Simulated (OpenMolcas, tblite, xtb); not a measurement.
## How methods differ on GeH2ClF (SMILES [F][GeH2][Cl])

GeH2ClF has 5 atoms, charge 0, and is taken as a singlet. SMILES: `[F][GeH2][Cl]`. The coordinates come from a PBE0-D4/def2-TZVP relaxation.

Each level gives the vertical energy of the triplet above the singlet (eV). The values are calculated.

| level | kind | program | value (eV) | CPU time (all runs) |
| --- | --- | --- | --- | --- |
| GFN2-xTB | semi-empirical | tblite | 7.24 | under 2 s |
| GFN1-xTB | semi-empirical | xtb | 7.45 | under 2 s |
| HF/aug-cc-pVDZ | Hartree–Fock | OpenMolcas | 7.23 | 45 s |
| SVWN5/aug-cc-pVDZ | LDA | OpenMolcas | 6.17 | 98 s |
| BLYP/aug-cc-pVDZ | GGA | OpenMolcas | 6.16 | 2.8 min |
| r2SCAN/aug-cc-pVDZ | meta-GGA | OpenMolcas | 6.56 | 3.6 min |
| PBE0/aug-cc-pVDZ | global hybrid | OpenMolcas | 6.75 | 2.4 min |

All-electron rows without a relativistic Hamiltonian named are non-relativistic. The values span 6.16 to 7.45 eV. GFN1-xTB: no spin polarisation, so open shells miss the exchange term that lowers them. The upper state's dipole differs much between rows, so they may not all be the same state. CPU times are rough (shared hosts, several kinds of processor and program).

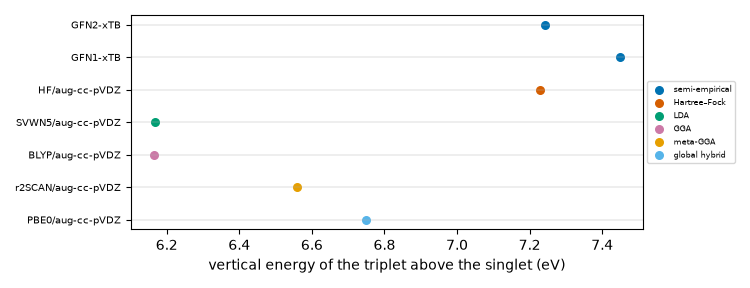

The values of the table, level by level.
